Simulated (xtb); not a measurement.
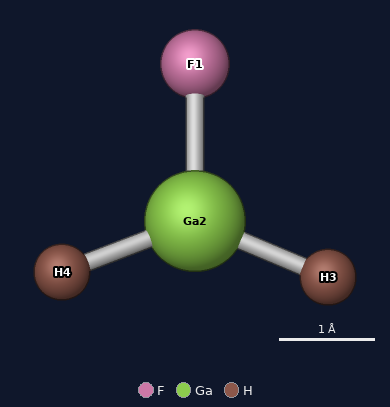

The input geometry (ball-and-stick view, seen at a tilt; atoms are numbered from 1 in the order of the input). Sticks mark near contacts.

## Frequency calculation, with input and output: GaH2F

GaH2F, SMILES [F][GaH2], computed with GFN1-xTB (xtb 6.7.1).

The geometry was optimised with GFN1-xTB.

Output
```
* xtb version 6.7.1
   ID    Z sym.   atoms
    1    9 F      1
    2   31 Ga     2
    3    1 H      3, 4

           -------------------------------------------------
          |                Calculation Setup                |
           -------------------------------------------------

          program call               : xtb input.xyz --gfn 1 -c 0 -I input.inp --hess
          coordinate file            : input.xyz
          omp threads                :                     1

           -------------------------------------------------
          |                 G F N 1 - x T B                 |
           -------------------------------------------------

      * Hamiltonian:
        H0-scaling (s, p, d)           1.850000    2.250000    2.000000
        zeta-weighting                 0.000000
      * Dispersion:
        s8                             2.400000
        a1                             0.630000
        a2                             5.000000
        s9                             0.000000
      * Repulsion:
        kExp                           1.500000
        rExp                           1.000000
      * Coulomb:
        alpha                          2.000000
        third order                    atomic
        anisotropic                    false
      * Halogen bond correction:
        rad-scale                      1.300000
        damping                        0.440000

          ...................................................
          :                      SETUP                      :
          :.................................................:
          :  # basis functions                  18          :
          :  # atomic orbitals                  17          :
          :  # shells                            9          :
          :  # electrons                        12          :
          :  # halogen bonds                     0          :
          :  max. iterations                   250          :
          :  Hamiltonian                  GFN1-xTB          :
          :  restarted?                      false          :
          :  GBSA solvation                  false          :
          :  PC potential                    false          :
          :  electronic temp.          300.0000000     K    :
          :  accuracy                    1.0000000          :
          :  -> integral cutoff          0.2500000E+02      :
          :  -> integral neglect         0.1000000E-07      :
          :  -> SCF convergence          0.1000000E-05 Eh   :
          :  -> wf. convergence          0.2000000E-04 e    :
          :  Broyden damping             0.4000000          :
          :  net charge                          0          :
          :  unpaired electrons                  0          :
          ...................................................

 iter      E             dE          RMSdq      gap      omega  full diag
   1     -7.5946175 -0.759462E+01  0.445E+00    7.47       0.0  T
   2     -7.6028332 -0.821566E-02  0.231E+00    7.19       1.0  T
   3     -7.6031476 -0.314448E-03  0.553E-01    7.10       1.0  T
   4     -7.6032483 -0.100706E-03  0.476E-02    7.15       1.1  T
   5     -7.6032563 -0.795549E-05  0.198E-02    7.13       2.5  T
   6     -7.6032578 -0.154023E-05  0.330E-03    7.14      15.2  T
   7     -7.6032579 -0.282982E-07  0.697E-04    7.14      71.7  T
   8     -7.6032579 -0.195342E-08  0.155E-06    7.14   32332.4  T
   9     -7.6032579 -0.177636E-13  0.344E-07    7.14  100000.0  T

   *** convergence criteria satisfied after 9 iterations ***

         #    Occupation            Energy/Eh            Energy/eV
      -------------------------------------------------------------
         1        2.0000           -0.7808733             -21.2486
         2        2.0000           -0.5670326             -15.4297
         3        2.0000           -0.4990370             -13.5795
         4        2.0000           -0.4906700             -13.3518
         5        2.0000           -0.4806135             -13.0782
         6        2.0000           -0.4581358             -12.4665 (HOMO)
         7                         -0.1958326              -5.3289 (LUMO)
         8                         -0.1836935              -4.9986
         9                         -0.1104587              -3.0057
        10                         -0.1021227              -2.7789
        11                         -0.0863695              -2.3502
       ...                                ...                  ...
        17                          1.0314424              28.0670
      -------------------------------------------------------------
                  HL-Gap            0.2623031 Eh            7.1376 eV
             Fermi-level           -0.3269842 Eh           -8.8977 eV

 SCC (total)                   0 d,  0 h,  0 min,  0.005 sec
 SCC setup                      ...        0 min,  0.000 sec (  2.151%)
 Dispersion                     ...        0 min,  0.000 sec (  0.821%)
 classical contributions        ...        0 min,  0.000 sec (  0.395%)
 integral evaluation            ...        0 min,  0.001 sec ( 21.553%)
 iterations                     ...        0 min,  0.002 sec ( 39.434%)
 molecular gradient             ...        0 min,  0.002 sec ( 30.878%)
 printout                       ...        0 min,  0.000 sec (  4.241%)

         :::::::::::::::::::::::::::::::::::::::::::::::::::::
         ::                     SUMMARY                     ::
         :::::::::::::::::::::::::::::::::::::::::::::::::::::
         :: total energy              -7.583339154522 Eh    ::
         :: gradient norm              0.000042223588 Eh/a0 ::
         :: HOMO-LUMO gap              7.137631672205 eV    ::
         ::.................................................::
         :: SCC energy                -7.603257854645 Eh    ::
         :: -> electrostatic           0.032426611073 Eh    ::
         :: repulsion energy           0.020350737676 Eh    ::
         :: dispersion energy         -0.000432037553 Eh    ::
         :: halogen bond corr.         0.000000000000 Eh    ::
         :: add. restraining           0.000000000000 Eh    ::
         :: total charge              -0.000000000000 e     ::
         :::::::::::::::::::::::::::::::::::::::::::::::::::::

           -------------------------------------------------
          |                Numerical Hessian                |
           -------------------------------------------------
step length          :   0.00500
SCC accuracy         :  30.00000
Hessian scale factor :   1.00000
frozen atoms in %    :   0.00000    0
RMS gradient         :   0.00004
estimated CPU  time      0.00 min

writing file <hessian>.

 projected vibrational frequencies (cm⁻¹)
eigval :       -0.00    -0.00    -0.00     0.00     0.00     0.00
eigval :      485.59   503.03   514.10   681.32  2047.43  2093.29
           -------------------------------------------------
          |                Property Printout                |
           -------------------------------------------------

    * Orbital Energies and Occupations

         #    Occupation            Energy/Eh            Energy/eV
      -------------------------------------------------------------
         1        2.0000           -0.7808733             -21.2486
         2        2.0000           -0.5670326             -15.4297
         3        2.0000           -0.4990370             -13.5795
         4        2.0000           -0.4906700             -13.3518
         5        2.0000           -0.4806135             -13.0782
         6        2.0000           -0.4581358             -12.4665 (HOMO)
         7                         -0.1958326              -5.3289 (LUMO)
         8                         -0.1836935              -4.9986
         9                         -0.1104587              -3.0057
        10                         -0.1021227              -2.7789
        11                         -0.0863695              -2.3502
        12                         -0.0822597              -2.2384
Molecule has the following symmetry elements: (C2) 2*(sigma)
It seems to be the C2v point group
        13                         -0.0640919              -1.7440
        14                         -0.0625779              -1.7028
        15                          0.0293991               0.8000
        16                          0.4120861              11.2134
        17                          1.0314424              28.0670
      -------------------------------------------------------------
                  HL-Gap            0.2623031 Eh            7.1376 eV
             Fermi-level           -0.3269842 Eh           -8.8977 eV

  Mulliken/CM5 charges         n(s)   n(p)   n(d)
     1F    -0.36765 -0.38440   1.783  5.585  0.000
     2Ga    0.52321  0.41664   1.218  1.092  0.167
     3H    -0.07778 -0.01612   1.078  0.000  0.000
     4H    -0.07778 -0.01612   1.078  0.000  0.000

Wiberg/Mayer (AO) data.
largest (>0.10) Wiberg bond orders for each atom

 ---------------------------------------------------------------------------
     #   Z sym  total        # sym  WBO       # sym  WBO       # sym  WBO
 ---------------------------------------------------------------------------
     1   9 F    1.108 --     2 Ga   1.030
     2  31 Ga   2.811 --     1 F    1.030     4 H    0.891     3 H    0.891
     3   1 H    0.998 --     2 Ga   0.891
     4   1 H    0.998 --     2 Ga   0.891
 ---------------------------------------------------------------------------

Topologies differ in total number of bonds
Writing topology from bond orders to xtbtopo.mol

 dipole moment from electron density (au)
     X       Y       Z
   0.3753   0.3068  -0.9488  total (Debye):    2.708

           -------------------------------------------------
          |               Frequency Printout                |
           -------------------------------------------------
 projected vibrational frequencies (cm⁻¹)
eigval :       -0.00    -0.00    -0.00     0.00     0.00     0.00
eigval :      485.59   503.03   514.10   681.32  2047.43  2093.29
 reduced masses (amu)
   1: 20.27   2: 63.87   3: 43.00   4: 47.31   5: 34.19   6: 18.16   7:  5.07   8:  4.57
   9: 29.96  10:  1.96  11:  2.61  12:  1.24
 IR intensities (km·mol⁻¹)
   1:  3.64   2:  0.79   3:  3.76   4:  0.33   5:  1.10   6:  3.37   7:113.24   8:254.74
   9:168.84  10:199.23  11:769.52  12: 60.27
 Raman intensities (Ä⁴*amu⁻¹)
   1:  0.00   2:  0.00   3:  0.00   4:  0.00   5:  0.00   6:  0.00   7:  0.00   8:  0.00
   9:  0.00  10:  0.00  11:  0.00  12:  0.00
 output can be read by thermo (or use thermo option).
 writing <g98.out> molden fake output.
 recommended (thermochemical) frequency scaling factor: 1.0
           -------------------------------------------------
          |             Thermodynamic Functions             |
           -------------------------------------------------

c2v symmetry found (for desy threshold:  0.10E+00) used in thermo

          ...................................................
          :                      SETUP                      :
          :.................................................:
          :  # frequencies                           6      :
          :  # imaginary freq.                       0      :
          :  linear?                             false      :
          :  only rotor calc.                    false      :
          :  symmetry                              c2v      :
          :  rotational number                       2      :
          :  scaling factor                  1.0000000      :
          :  rotor cutoff                   50.0000000 cm⁻¹ :
          :  imag. cutoff                  -20.0000000 cm⁻¹ :
          :.................................................:

    mode    ω/cm⁻¹     T·S(HO)/kcal·mol⁻¹    T·S(FR)/kcal·mol⁻¹   T·S(vib)
   ------------------------------------------------------------------------
   ------------------------------------------------------------------------

   temp. (K)  partition function   enthalpy   heat capacity  entropy
                                   cal/mol     cal/K/mol   cal/K/mol   J/K/mol
 298.15  VIB   1.38                  497.000      4.628      2.301
         ROT  0.368E+04              888.752      2.981     19.296
         INT  0.506E+04             1385.752      7.609     21.596
         TR   0.836E+27             1481.254      4.968     39.410
         TOT                        2867.0061    12.5768    61.0067   255.2519

       T/K    H(0)-H(T)+PV         H(T)/Eh          T*S/Eh         G(T)/Eh
   ------------------------------------------------------------------------
    298.15    0.456887E-02    0.189778E-01    0.289862E-01   -0.100085E-01
   ------------------------------------------------------------------------

         :::::::::::::::::::::::::::::::::::::::::::::::::::::
         ::                  THERMODYNAMIC                  ::
         :::::::::::::::::::::::::::::::::::::::::::::::::::::
         :: total free energy          -7.593347638123 Eh   ::
         ::.................................................::
         :: total energy               -7.583339154522 Eh   ::
         :: zero point energy           0.014408892502 Eh   ::
         :: G(RRHO) w/o ZPVE           -0.024417376103 Eh   ::
         :: G(RRHO) contrib.           -0.010008483601 Eh   ::
         :::::::::::::::::::::::::::::::::::::::::::::::::::::

           -------------------------------------------------
          | TOTAL ENERGY               -7.583339154522 Eh   |
          | TOTAL ENTHALPY             -7.564361396994 Eh   |
          | TOTAL FREE ENERGY          -7.593347638123 Eh   |
          | GRADIENT NORM               0.000042222594 Eh/α |
          | HOMO-LUMO GAP               7.137631759676 eV   |
           -------------------------------------------------

------------------------------------------------------------------------
------------------------------------------------------------------------
 total:
 *  cpu-time:     0 d,  0 h,  0 min,  0.105 sec
 * ratio c/w:     0.947 speedup
 SCF:
 *  cpu-time:     0 d,  0 h,  0 min,  0.005 sec
 * ratio c/w:     0.977 speedup
 analytical hessian:
 *  cpu-time:     0 d,  0 h,  0 min,  0.090 sec
 * ratio c/w:     0.942 speedup
```

File vibspectrum
```
$vibrational spectrum
#  mode     symmetry     wave number   IR intensity    selection rules
#                         cm**(-1)      (km*mol⁻¹)        IR
     1                      -0.00         0.00000          -
     2                      -0.00         0.00000          -
     3                      -0.00         0.00000          -
     4                       0.00         0.00000          -
     5                       0.00         0.00000          -
     6                       0.00         0.00000          -
     7        a            485.59       113.23629         YES
     8        a            503.03       254.74127         YES
     9        a            514.10       168.83710         YES
    10        a            681.32       199.22658         YES
    11        a           2047.43       769.51767         YES
    12        a           2093.29        60.27262         YES
$end
```

Standard error
```
normal termination of xtb
```

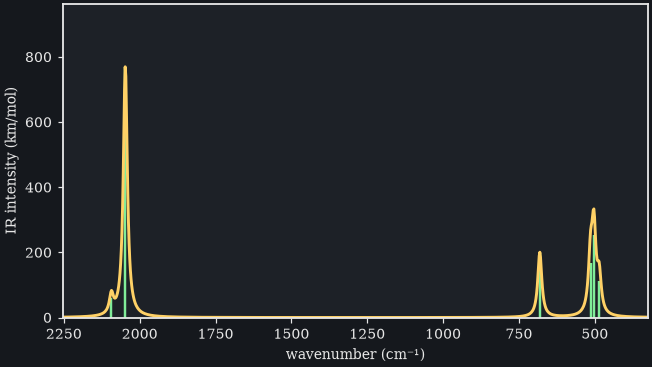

Harmonic infrared spectrum, unscaled: sticks (degenerate modes added up, dark ones marked on the axis) with a Lorentzian envelope of 16 cm⁻¹ full width, scaled to the tallest stick. 6 modes from 486 to 2093 cm⁻¹, none imaginary. The strongest line is at 2047 cm⁻¹ (770 km/mol). All modes, in cm⁻¹ (km/mol): 486 (113), 503 (255), 514 (169), 681 (199), 2047 (770), 2093 (60).

This output came from the following input.

The input (input.xyz)
```
4

F     -0.55973700    -0.45766900     1.41508400
Ga     0.04852700     0.03965100    -0.12266100
H     -0.88664100    -0.31934900    -1.26891300
H      1.39785100     0.73736700    -0.02352100
```

File input.inp
```
$hess
   sccacc=30
$end
```

Command:
```bash
xtb input.xyz --gfn 1 -c 0 -I input.inp --hess > out.txt
```

Results in brief

- outcome: converged
- electrons treated: 12
- total energy: −7.583339 hartree
- dispersion energy: −0.000432 hartree
- basis functions: 18
- HOMO: −12.47 eV
- LUMO: −5.33 eV
- zero-point energy: 0.014409 hartree
- dipole moment: 2.71 D
- wavenumbers, lowest and highest: 486 and 2093 cm⁻¹
- hardware: 1 thread of Intel Xeon @ 2.50GHz (Skylake/Cascade Lake), 189 GiB of memory available, shared host
- peak memory: 0.07 GiB

Remarks

Settings chosen away from the usual ones: method = gfn1-xtb; task = frequencies; x = {"hess_scc_accuracy": 30}; geo = {"prev": "A"}. These settings are looser than, or depart from, a standard set-up, so the numbers are not reference values for this system.
